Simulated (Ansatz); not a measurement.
```
C Cl O Bi
1.0
     6.03195    0.00000    0.00000
     0.00000    5.96118    0.00000
    -0.87225    0.00000    9.52542
C Cl O Bi
4 4 8 4
Direct
  0.00000 0.63300 0.50000
  0.50000 0.13300 0.50000
  0.00000 0.36700 0.50000
  0.50000 0.86700 0.50000
  0.27300 0.00000 0.11890
  0.77300 0.50000 0.11890
  0.22700 0.50000 0.88110
  0.72700 0.00000 0.88110
  0.05800 0.73000 0.38910
  0.55800 0.23000 0.38910
  0.44200 0.23000 0.61090
  0.94200 0.73000 0.61090
  0.44200 0.77000 0.61090
  0.94200 0.27000 0.61090
  0.05800 0.27000 0.38910
  0.55800 0.77000 0.38910
  0.27320 0.50000 0.22300
  0.77320 0.00000 0.22300
  0.22680 0.00000 0.77700
  0.72680 0.50000 0.77700
```

Space group C2/m; built by placing these elements on a known structure type; not relaxed (largest force 1.4 eV/Å); computed pressure about −7 GPa in this cell.

The calculation used Ansatz, DFT, PAW plane waves, PBE0.

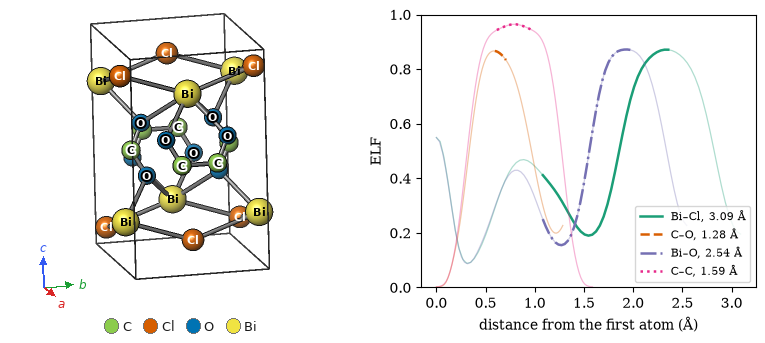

BiCClO$_{2}$. Electron localisation function along straight lines between neighbouring atoms. Thin, pale parts lie inside the atomic spheres. The structure is drawn too.

Core electrons are frozen (PAW), and the valence fields are smoothed inside the atomic spheres.

> What can be read from the curves?

Bi–Cl (3.09 Å): the ELF is about 0.20 at the midpoint (no localised pair shows between them).
C–O (1.28 Å): the ELF peaks at about 0.85 between the atoms (inside overlapping PAW spheres, so only a guide), as expected for a shared but strongly polarised pair.
Bi–O (2.54 Å): the ELF is about 0.15 at the midpoint; no shared electron pair shows on this line.
C–C (1.59 Å): the ELF peaks at about 0.95 between the atoms; a covalent bond.
